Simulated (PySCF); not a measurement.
**Single-point calculation of C2H7Ta (charge +1)**

C2H7Ta, charge +1, multiplicity 2, computed with UKS B3LYP, Ta def2-SVP with ECP60, H def2-SVP, C def2-SVP; non-relativistic Hamiltonian with a scalar-relativistic core potential; density fitting (PySCF 2.14.0).

It belongs to a series of runs on one base structure; here: finer grid at the relaxed geometry.

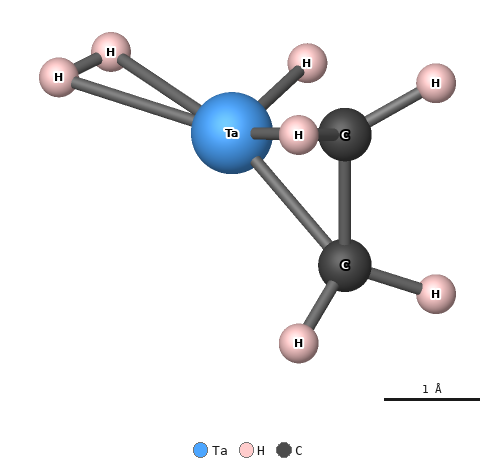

Figure 1. The structure as given in the input (ball-and-stick view, seen at an oblique angle). Sticks mark near contacts. Bond lengths as drawn: C–C 1.56 Å, C–H 1.10 Å, C–Ta 2.06 Å, H–H 0.79 Å and H–Ta 1.75 to 2.21 Å.

## Input file
```python
mol = gto.M(atom='''
Ta     0.18574     0.21142     0.00000
H      1.04767     2.24111     0.00000
H      0.27944     2.42218     0.00000
H     -1.32515     1.09412    -0.00000
C     -0.01042    -1.68295     0.78046
C     -0.01042    -1.68295    -0.78046
H     -0.95323    -1.99137     1.25951
H      0.87221    -2.15685     1.24469
H     -0.95323    -1.99137    -1.25951
H      0.87221    -2.15685    -1.24469''',
    basis={'Ta': 'def2-SVP', 'H': 'def2-SVP', 'C': 'def2-SVP'},
    ecp={'Ta': 'def2-SVP'},
    charge=1, spin=1)
mf = dft.UKS(mol, xc='B3LYP')
mf.grids.atom_grid = (75, 302)  # f atoms: at least (60, 302), unpruned
mf = mf.density_fit()  # Ta def2-universal-JKFIT, H def2-universal-JKFIT, C def2-universal-JKFIT
mf.conv_tol = 1e-09; mf.max_cycle = 55
mf.kernel(dm0)
```

The script is an equivalent of the set-up of the self-consistent field. The run itself was carried out by a driver, which started from the orbitals of the step before it where there was one and computed the further properties.

Command:
```bash
OMP_NUM_THREADS=2 python <driver script>
```

## What the program printed
```
init E= -136.992094394393
  HOMO = -0.412508052209  LUMO = -0.31056152323  gap/eV = 2.77411
cycle= 1 E= -136.992094437021  delta_E= -4.26e-08  |g|= 0.000142  |ddm|= 0.000841
  HOMO = -0.412436570686  LUMO = -0.310502428474  gap/eV = 2.77377
cycle= 2 E= -136.992094384321  delta_E= 5.27e-08  |g|= 0.000331  |ddm|= 0.00062
  HOMO = -0.412476135742  LUMO = -0.310534974556  gap/eV = 2.77396
cycle= 3 E= -136.992094452554  delta_E= -6.82e-08  |g|= 3.16e-05  |ddm|= 0.000407
  HOMO = -0.412481986151  LUMO = -0.310541341745  gap/eV = 2.77395
cycle= 4 E= -136.992094453224  delta_E= -6.7e-10  |g|= 1.02e-05  |ddm|= 4.59e-05
  HOMO = -0.412479838782  LUMO = -0.31053952403  gap/eV = 2.77394
Extra cycle  E= -136.992094453387  delta_E= -1.63e-10  |g|= 1.3e-05  |ddm|= 3.84e-05
converged SCF energy = -136.992094453387  <S^2> = 0.75382687  2S+1 = 2.0038232
```

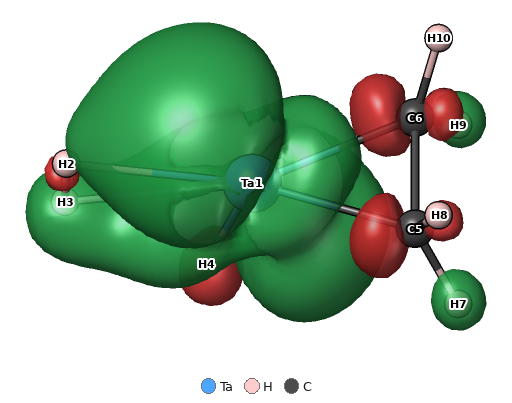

Figure 2. Isosurfaces of the spin density (α minus β) at +0.01 (green) and −0.01 e/Å³ (red), seen at a tilt. The unpaired spin (1 electron) lies mostly on Ta1 (about 0.9), in electrons by Hirshfeld's partition.

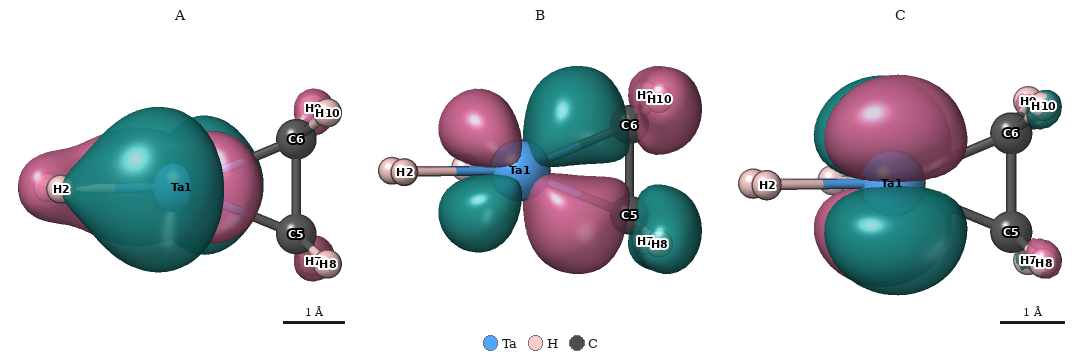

Figure 3. Three frontier orbitals at ±0.1 Å⁻³ᐟ² (teal and pink are the two phases). B is the HOMO−1 (α) (−12.92 eV). By Hirshfeld shares it lies mainly on Ta1 (50 %), C5 (20 %) and C6 (20 %). A is the HOMO (α) (−11.22 eV). Its weight (Hirshfeld) is mainly on Ta1 (80 %). C is the LUMO (α) (−8.67 eV). Its weight (Hirshfeld) is mainly on Ta1 (90 %). The HOMO–LUMO gap is 2.55 eV between the orbital energies.

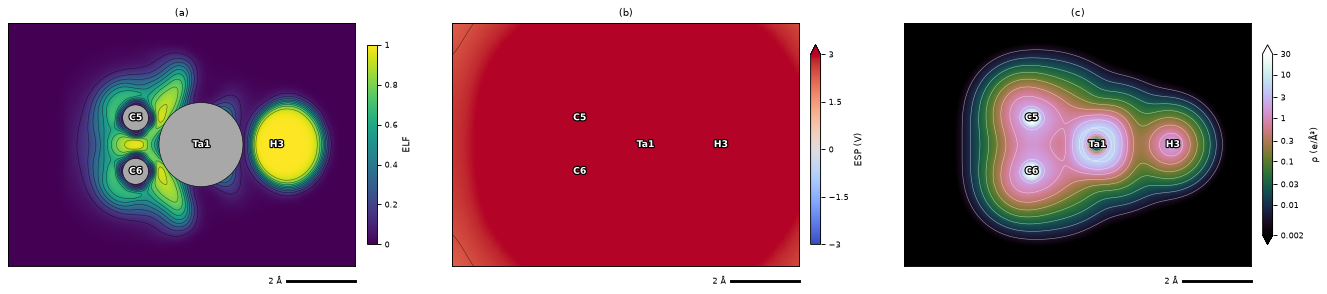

Figure 4. (a) electron localisation function; (b) molecular electrostatic potential; (c) electron density on the plane of atoms C5, Ta1 and C6. Grey discs, where drawn, cover atomic cores. C–C (1.56 Å): ρ at the midpoint is about 1.4 e/Å³; the ELF peaks at about 0.95 between the atoms (localised, shared-pair bonding). The potential has no marked negative region in this plane.

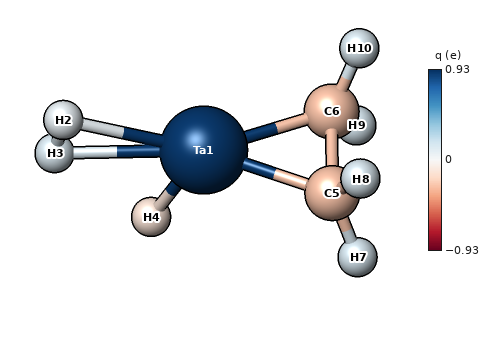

Figure 5. Mulliken charges, as the colour of each atom (ball-and-stick view, seen at a tilt; atoms are numbered from 1 in the order of the input; Mulliken charges depend strongly on the basis). By element: Ta +0.89, H −0.12 to +0.15 and C −0.27 e.

## Results in brief

| quantity | value |
| --- | --- |
| outcome | converged |
| total energy | −136.992094 hartree |
| ⟨S²⟩ | 0.754 |
| largest force (length of the vector) | 0.016 eV/Å |
| hardware | 2 threads of Arm Neoverse V1, 24 GiB of memory available, shared host |
| wall time | 33 s (CPU time 65 s) |
| peak memory | 2.1 GiB |
